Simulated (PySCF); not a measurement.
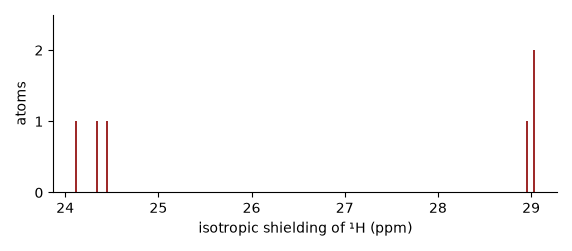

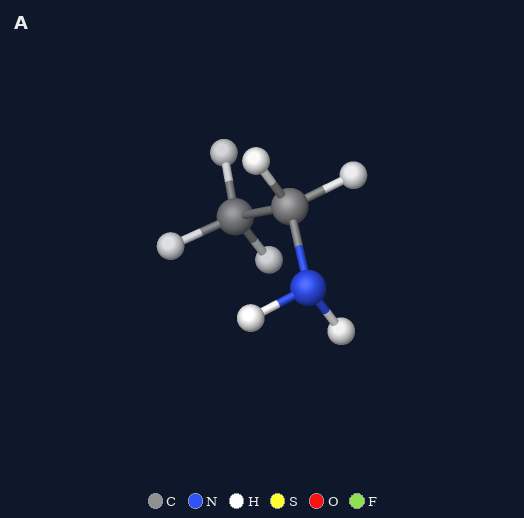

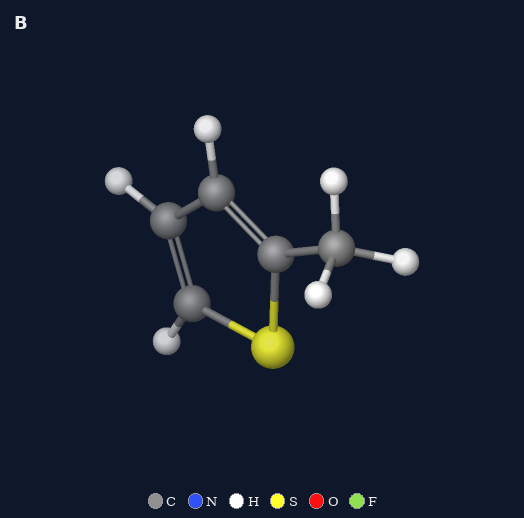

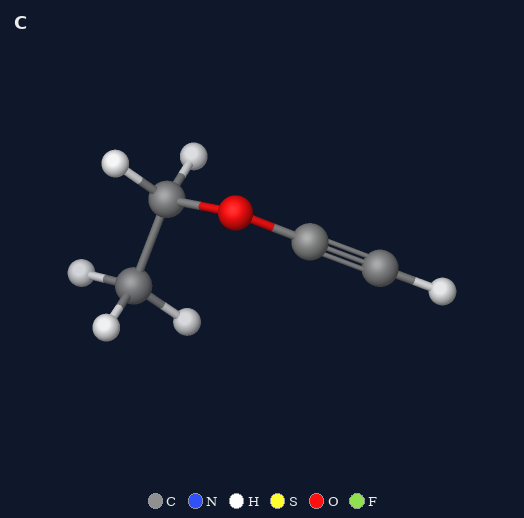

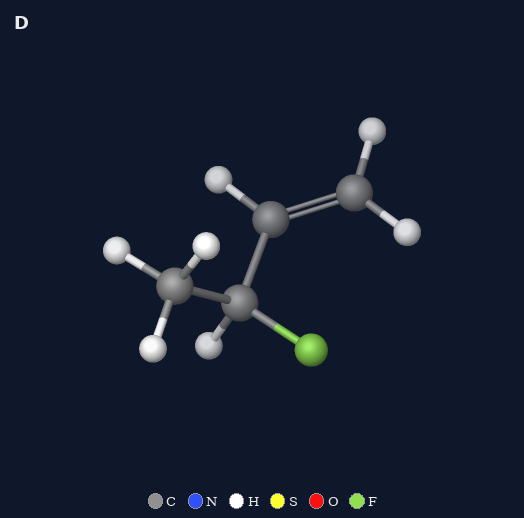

The sticks are computed shieldings of one of the molecules, for one fixed geometry (PBE0-D3(BJ)/def2-TZVP) without averaging over rotations. Low shielding means a high chemical shift. Method: GIAO ωB97X-D/pcSseg-2 NMR shielding, non-relativistic, IEF-PCM chloroform (PySCF 2.14.0).

Match the spectrum to a structure.

Answer. B, `Cc1cccs1`. Its 6 H atoms give lines at 24.12, 24.34, 24.45, 28.96, 29.04 (2 atoms) ppm.
